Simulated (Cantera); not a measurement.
A closed system holds: 1 mol Mg(OH)₂, a varied amount of C, 0.011 mol CO₂, held at 1425 K and 4.00 bar.

These are equilibrium values from Cantera (NASA tables, ideal gas, pure condensed phases), not measurements of a reactor. Candidate condensed phases: C, C₆H₆, C₇H₈, C₈H₁₈, H₂O, Mg, MgCO₃, MgO, Mg(OH)₂; 116 gas species. The numbers say what is thermodynamically allowed, not how fast it happens.

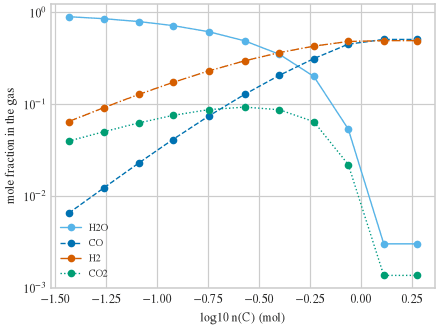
Figure. Equilibrium gas composition (values under 1e-9 drawn at 1e-9)

From 0.037 mol C to 0.87 mol C the condensed part is MgO(s). From 1.3 mol C to 1.9 mol C the condensed part is C(graphite) + MgO(s).
